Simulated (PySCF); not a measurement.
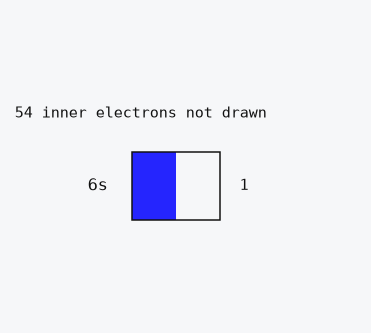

*The outer shells of the nominal configuration: a box for each of the 2l + 1 orbitals, shaded by the share of the shell that is filled, with the electron count at the right.*

**Run report: Ba⁺, atomic calculation**

- system: Ba⁺, configuration 1s2 2s2 2p6 3s2 3p6 3d10 4s2 4p6 4d10 5s2 5p6 6s1, multiplicity 2.
- method: unrestricted HF, cc-pVDZ-X2C, spin-free X2C-1e, Gaussian nucleus (PySCF)

Output (extracts):
```
damping factor = 0
level_shift factor = 0
DIIS = <class 'pyscf.scf.diis.CDIIS'>
diis_start_cycle = 1
diis_space = 10
diis_damp = 0
SCF conv_tol = 1e-09
SCF conv_tol_grad = None
number electrons alpha = 28  beta = 27
cycle= 1 E= -8131.47815303751  delta_E= -2e-11  |g|= 9.02e-07  |ddm|= 0.000117
converged SCF energy = -8131.47815303751  <S^2> = 0.75054601  2S+1 = 2.0005459
```

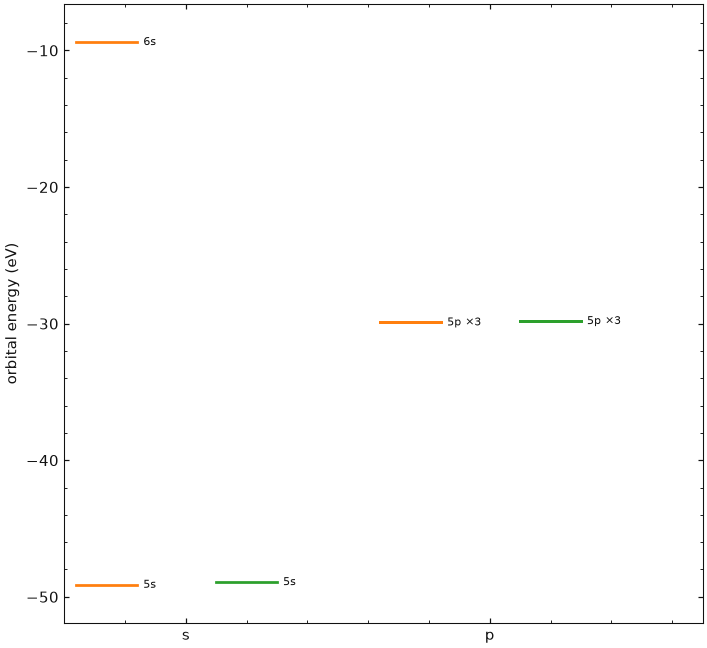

*Orbital energies of the mean field, from the top down to −49.1 eV, by angular momentum, α spin at the left of each column and β at the right; ×n counts the orbitals under one label.*

The highest filled orbital is 6s α at −9.39 eV, the lowest empty one s β at −4.17 eV.

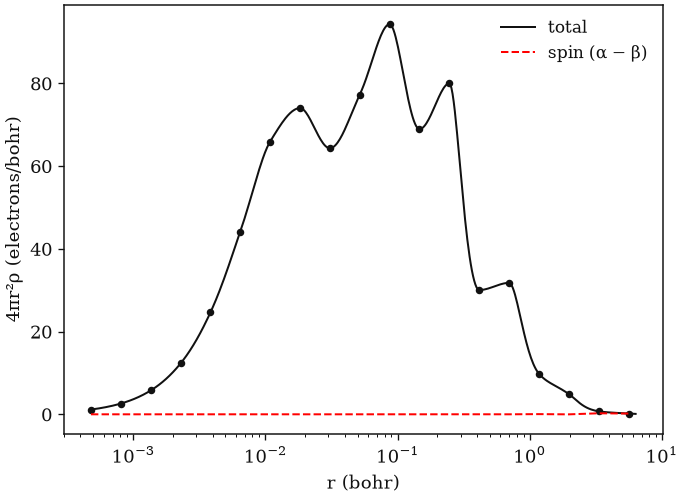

*Spherically averaged radial density 4πr²ρ of the mean field and its spin part; markers are the stored points, which are sparse, and the line is a monotone interpolation between them.*

The largest stored value is 94.3 electrons/bohr at r = 0.087 bohr. Root-mean-square radii of the shells: 4s 0.715, 4p 0.761, 4d 0.862, 5s 1.75, 5p 2.04, 6s 4.82 bohr.

Input:
```python
from pyscf import gto, scf, dft, mp, cc
import basis_set_exchange as bse
mol = gto.M(atom="Ba 0 0 0", charge=1, spin=1, symmetry="D2h",
            basis=gto.basis.parse(bse.get_basis("cc-pVDZ-X2C", elements=["Ba"], fmt="nwchem", header=False)),
            nucmod="G")
mf = scf.UHF(mol).sfx2c1e()
mf.irrep_nelec = {'Ag': (10, 9), 'B1g': (2, 2), 'B2g': (2, 2), 'B3g': (2, 2), 'B1u': (4, 4), 'B2u': (4, 4), 'B3u': (4, 4)}
mf.kernel()
```

The script is an equivalent of what the driver set up; the driver started from orbitals of its own, so the log can be shorter than this script's would be, and it computed the properties (radii, ⟨L²⟩, response) afterwards. It held the occupations shell by shell, which the script's counts by irreducible representation don't always enforce.

Launched within a batch (the task file carries these settings):
```bash
OMP_NUM_THREADS=1 python <driver script> TASK.json OUT
```

Results in brief:

| quantity | value |
| --- | --- |
| outcome | converged |
| total energy | −8131.4782 hartree |
| ⟨S²⟩ | 0.751 |
| SCF iterations | 1 |
| hardware | 1 thread of Intel Xeon, 54 GiB of memory available, shared host |

Remarks:

Radii and densities are those of the two-component orbitals, without the picture-change correction, so the innermost s shells come out slightly too small (about 1 % for 1s near Z = 40, more for heavier atoms).
